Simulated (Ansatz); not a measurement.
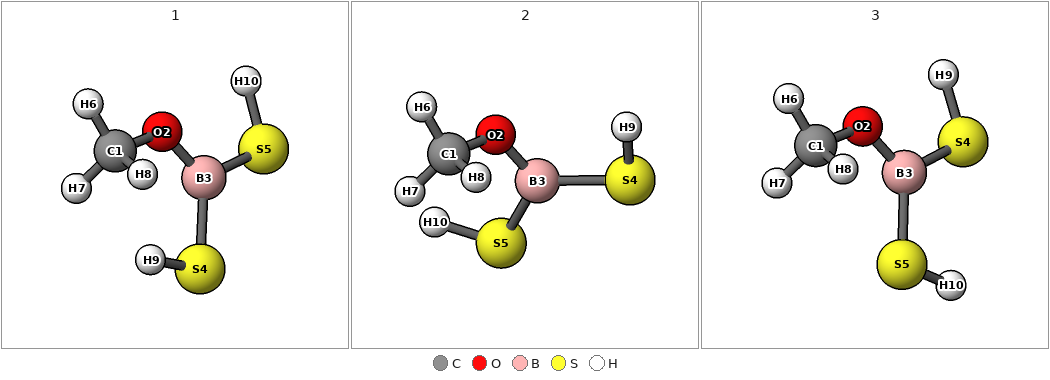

CH₅BOS₂, SMILES COB(S)S. The first coordinate is: dihedral O2–B3–S5–H10; the second: dihedral C1–O2–B3–S4. Nothing is relaxed (all other coordinates rigid). The grid has 10 × 10 points. Points are written as (first, second). Energies: kcal/mol, counted from the lowest grid point. All numbers below come from RKS PBE0-D4/def2-SVP (Ansatz).

The numbered pictures are structures from this grid.

Q: Which is the most stable, and how do the others follow?

A: 3, at (−180°, −180°): 0.0 kcal/mol; 1, at (0°, 0°): 4.3 kcal/mol; 2, at (0°, −108°): 7.9 kcal/mol.

The map, with the structures marked:

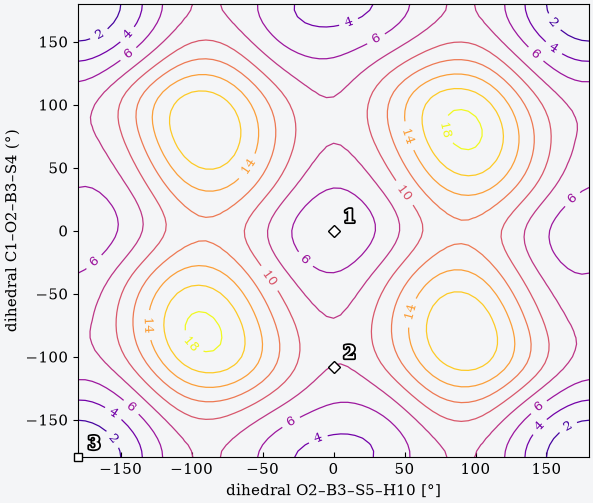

Drawn: contour lines labelled in kcal/mol (none above 18). Between grid points the surface is interpolated.
